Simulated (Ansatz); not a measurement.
**AlZrH₄O₂F₃: nudged elastic band (part 2 of 2)**

The same run, continued: AlZrH₄O₂F₃; RKS B3LYP-D4/def2-SVP (Ansatz 0.2.0). It belongs to a series of runs on one base structure; here: band between the two ends.

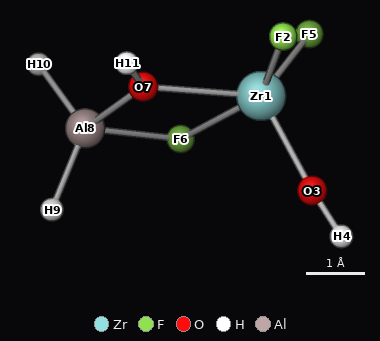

**Figure 1.** The structure as given in the input (ball-and-stick view, seen at a tilt; atoms are numbered from 1 in the order of the input). Sticks mark near contacts.

The last band as extended XYZ, continued:
```
11
Properties=species:S:1:pos:R:3:forces:R:3 image=5 energy=-20187.47104
Zr   -0.1028    0.2636   -0.2241   -0.0115   0.0466   0.0307
F    -0.2937    0.9597    1.6225    0.0275   0.0757  -0.0180
O     1.4024   -0.9136   -0.0897    0.0094  -0.0057  -0.0079
H     2.2491   -1.2942    0.1511    0.0212  -0.0125  -0.0336
F     0.3308    1.9792   -0.9653    0.0783  -0.0309  -0.0586
F    -1.1527   -0.3853   -1.7411   -0.1042   0.0155   0.0909
O    -1.9837   -0.5713    0.7563    0.0382  -0.0613   0.0486
Al   -3.4905   -1.3355    0.2678    0.0349  -0.0132  -0.0539
H    -3.4166   -2.5486   -0.7166    0.0215   0.0032  -0.0313
H    -4.7462   -0.7697    1.0300   -0.0252   0.0042  -0.0280
H    -1.8551   -0.0746    1.5867   -0.0900  -0.0217   0.0611
11
Properties=species:S:1:pos:R:3:forces:R:3 image=6 energy=-20187.23254
Zr   -0.1362    0.2368   -0.2821    0.1584   0.1554   0.1747
F    -0.3524    0.7104    1.7124    0.1783   0.0778  -0.2116
O     1.3913   -0.8949   -0.0933    0.1037  -0.0029  -0.0462
H     2.2132   -1.2754    0.2195    0.0777  -0.0218  -0.0127
F     0.1374    2.0745   -0.7376    0.1453   0.0643  -0.1237
F    -0.8945   -0.3617   -1.9728   -0.1449   0.0199   0.2897
O    -2.0124   -0.4931    0.6203   -0.0275  -0.0549   0.1748
Al   -3.5199   -1.3280    0.3083   -0.0541  -0.0120   0.0174
H    -3.4800   -2.5418   -0.6835    0.0319   0.0383  -0.0313
H    -4.7453   -0.7939    1.1339   -0.0368  -0.0070   0.0129
H    -1.6603   -0.0232    1.4526   -0.4320  -0.2571  -0.2440
11
Properties=species:S:1:pos:R:3:forces:R:3 image=7 energy=-20186.92351
Zr   -0.2623    0.1645   -0.4014   -0.0162  -0.0265  -0.0189
F    -0.4547    0.5607    1.9153    0.0317   0.0373   0.0250
O     1.3067   -0.8927   -0.1091    0.0052   0.0257   0.0204
H     2.1524   -1.2686    0.1436   -0.0067  -0.0204  -0.0136
F     0.0294    2.0540   -0.5408    0.0029   0.0044   0.0003
F    -0.8166   -0.2646   -2.1873    0.0030   0.0034   0.0014
O    -1.9863   -0.4816    0.5007    0.0099  -0.0339  -0.0328
Al   -3.4843   -1.3232    0.2847   -0.0177   0.0344  -0.0408
H    -3.5173   -2.5267   -0.7325    0.0030  -0.0064   0.0091
H    -4.7100   -0.8219    1.1417    0.0050  -0.0171   0.0212
H    -1.3161    0.1098    1.6629   -0.0199  -0.0010   0.0286
11
Properties=species:S:1:pos:R:3:forces:R:3 image=8 energy=-20186.93176
Zr   -0.2599    0.1702   -0.4231    0.0009   0.0138  -0.0153
F    -0.4983    0.6364    1.8981   -0.0075  -0.0118  -0.0031
O     1.3002   -0.8766   -0.0615    0.0224  -0.0196   0.0199
H     2.1188   -1.3147    0.1806   -0.0233   0.0162  -0.0136
F     0.0252    2.0604   -0.5808   -0.0009  -0.0041  -0.0001
F    -0.7394   -0.2839   -2.2226    0.0026  -0.0002   0.0036
O    -1.9834   -0.4842    0.4593    0.0097  -0.0079   0.0022
Al   -3.4777   -1.3403    0.2923   -0.0275  -0.0141  -0.0066
H    -3.7030   -2.2132   -1.0024    0.0058   0.0162   0.0195
H    -4.5065   -1.1969    1.4821    0.0149  -0.0017  -0.0116
H    -1.3351    0.1524    1.6558    0.0028   0.0132   0.0052
```

The run was set up as follows.

The input:
```yaml
crystal:
  periodic: [false, false, false]
  atoms:
    - { symbol: Zr, position_ang: [-0.217002, 0.3309, 0.170895] }
    - { symbol: F, position_ang: [0.287039, 0.928657, 1.924798] }
    - { symbol: O, position_ang: [1.1939, -0.840666, -0.341307] }
    - { symbol: H, position_ang: [1.948736, -1.378253, -0.590098] }
    - { symbol: F, position_ang: [-0.201864, 1.99424, -0.771074] }
    - { symbol: F, position_ang: [-1.69868, -0.45238, -1.210021] }
    - { symbol: O, position_ang: [-1.925515, -0.535035, 1.168051] }
    - { symbol: Al, position_ang: [-3.037631, -1.166319, -0.193455] }
    - { symbol: H, position_ang: [-3.000642, -2.743703, -0.287895] }
    - { symbol: H, position_ang: [-4.349948, -0.295016, -0.316391] }
    - { symbol: H, position_ang: [-2.057494, -0.532724, 2.124198] }
basis:
  gaussian: { orbitals: def2-SVP }
hamiltonian:
  xc: b3lyp
  dispersion: d4
neb:
  order_check: false
  images: 7
  f_tol: 0.05
  max_iterations: 60
  final_atoms:
    - { symbol: Zr, position_ang: [-0.25992544, 0.17016324, -0.42310743] }
    - { symbol: F, position_ang: [-0.49831134, 0.63640603, 1.89806368] }
    - { symbol: O, position_ang: [1.30022004, -0.87656048, -0.06154049] }
    - { symbol: H, position_ang: [2.11877337, -1.31472874, 0.18061717] }
    - { symbol: F, position_ang: [0.02524711, 2.0604417, -0.58079721] }
    - { symbol: F, position_ang: [-0.73944838, -0.28389366, -2.22255789] }
    - { symbol: O, position_ang: [-1.98336253, -0.48417873, 0.45926333] }
    - { symbol: Al, position_ang: [-3.47773255, -1.3402842, 0.29230411] }
    - { symbol: H, position_ang: [-3.70302364, -2.21314993, -1.00244354] }
    - { symbol: H, position_ang: [-4.50647167, -1.19689873, 1.48208528] }
    - { symbol: H, position_ang: [-1.33506599, 0.15238449, 1.65581399] }
  initial_path:
    images:
      - { positions_ang: [[-0.217002, 0.3309, 0.170895], [0.287039, 0.928657, 1.924798], [1.1939, -0.840666, -0.341307], [1.948736, -1.378253, -0.590098], [-0.201864, 1.99424, -0.771074], [-1.69868, -0.45238, -1.210021], [-1.925515, -0.535035, 1.168051], [-3.037631, -1.166319, -0.193455], [-3.000642, -2.743703, -0.287895], [-4.349948, -0.295016, -0.316391], [-2.057494, -0.532724, 2.124198]] }
      - { positions_ang: [[-0.15776036, 0.23631642, 0.13708113], [0.19908938, 0.69716335, 2.03448831], [1.39401367, -0.66405458, -0.40111791], [2.03123617, -1.30859646, -0.60912878], [-0.35804412, 1.89242805, -0.75086709], [-1.51105591, -0.7496508, -1.06380776], [-2.00744313, -0.38838832, 1.05072427], [-3.172069, -1.09444902, -0.15656256], [-3.08679014, -2.64886638, -0.3317054], [-4.50357238, -0.27348673, -0.30762196], [-1.8867052, -0.38871454, 2.07621874]] }
      - { positions_ang: [[-0.09851871, 0.14173285, 0.10326727], [0.11113977, 0.4656697, 2.14417862], [1.59412735, -0.48744317, -0.46092882], [2.11373634, -1.23893992, -0.62815957], [-0.51422424, 1.79061611, -0.73066019], [-1.32343182, -1.0469216, -0.91759452], [-2.08937125, -0.24174164, 0.93339754], [-3.30650699, -1.02257904, -0.11967012], [-3.17293827, -2.55402976, -0.37551579], [-4.65719677, -0.25195745, -0.29885291], [-1.71591639, -0.24470507, 2.02823949]] }
      - { positions_ang: [[-0.03927707, 0.04714927, 0.0694534], [0.02319015, 0.23417604, 2.25386893], [1.79424102, -0.31083175, -0.52073973], [2.19623652, -1.16928338, -0.64719035], [-0.67040436, 1.68880416, -0.71045328], [-1.13580774, -1.3441924, -0.77138127], [-2.17129938, -0.09509495, 0.81607081], [-3.44094499, -0.95070906, -0.08277767], [-3.25908641, -2.45919314, -0.41932619], [-4.81082115, -0.23042818, -0.29008387], [-1.54512759, -0.10069561, 1.98026023]] }
      - { positions_ang: [[0.01996457, -0.04743431, 0.03563954], [-0.06475947, 0.00268239, 2.36355924], [1.99435469, -0.13422034, -0.58055064], [2.27873669, -1.09962684, -0.66622113], [-0.82658448, 1.58699222, -0.69024638], [-0.94818365, -1.6414632, -0.62516803], [-2.25322751, 0.05155173, 0.69874408], [-3.57538299, -0.87883908, -0.04588523], [-3.34523455, -2.36435652, -0.46313659], [-4.96444553, -0.20889891, -0.28131482], [-1.37433879, 0.04331386, 1.93228098]] }
      - { positions_ang: [[-0.05000793, 0.00696508, -0.0790472], [-0.17314744, 0.1611133, 2.24718535], [1.82082103, -0.31980537, -0.4507981], [2.23874586, -1.15340231, -0.45451156], [-0.61362658, 1.70535459, -0.66288409], [-0.89599983, -1.30207082, -1.0245155], [-2.18576126, -0.08238089, 0.63887389], [-3.55097038, -0.99420036, 0.03866211], [-3.43468182, -2.32655487, -0.59796333], [-4.84995207, -0.45589886, 0.1595352], [-1.36452059, 0.07058152, 1.86316423]] }
      - { positions_ang: [[-0.11998043, 0.06136447, -0.19373395], [-0.28153541, 0.31954421, 2.13081146], [1.64728737, -0.50539041, -0.32104557], [2.19875503, -1.20717779, -0.24280198], [-0.40066868, 1.82371696, -0.63552179], [-0.84381601, -0.96267843, -1.42386296], [-2.11829502, -0.2163135, 0.57900371], [-3.52655777, -1.10956164, 0.12320944], [-3.52412909, -2.28875322, -0.73279007], [-4.7354586, -0.70289882, 0.60038523], [-1.35470239, 0.09784918, 1.79404748]] }
      - { positions_ang: [[-0.18995294, 0.11576385, -0.30842069], [-0.38992337, 0.47797512, 2.01443757], [1.47375371, -0.69097545, -0.19129303], [2.1587642, -1.26095326, -0.03109241], [-0.18771079, 1.94207933, -0.6081595], [-0.79163219, -0.62328605, -1.82321043], [-2.05082877, -0.35024611, 0.51913352], [-3.50214516, -1.22492292, 0.20775678], [-3.61357636, -2.25095158, -0.8676168], [-4.62096513, -0.94989877, 1.04123525], [-1.34488419, 0.12511683, 1.72493074]] }
      - { positions_ang: [[-0.25992544, 0.17016324, -0.42310743], [-0.49831134, 0.63640603, 1.89806368], [1.30022004, -0.87656048, -0.06154049], [2.11877337, -1.31472874, 0.18061717], [0.02524711, 2.0604417, -0.58079721], [-0.73944838, -0.28389366, -2.22255789], [-1.98336253, -0.48417873, 0.45926333], [-3.47773255, -1.3402842, 0.29230411], [-3.70302364, -2.21314993, -1.00244354], [-4.50647167, -1.19689873, 1.48208528], [-1.33506599, 0.15238449, 1.65581399]] }
```

Command:
```bash
ansatz run input.yaml --threads 4 --pin off --max-ram 5120MiB --backend cpu --events-out ev --progress --plain --runs-dir out
```

Summary:

| quantity | value |
| --- | --- |
| outcome | converged |
| barrier, forward | 1.790 eV |
| barrier, backward | 0.008 eV |
| hardware | 4 threads of Arm Neoverse V1, 24 GiB of memory available, shared host |
| wall time | 11 min (CPU time 40 min) |
| peak memory | 0.44 GiB |

Remarks:

The order of the saddle point was not checked.
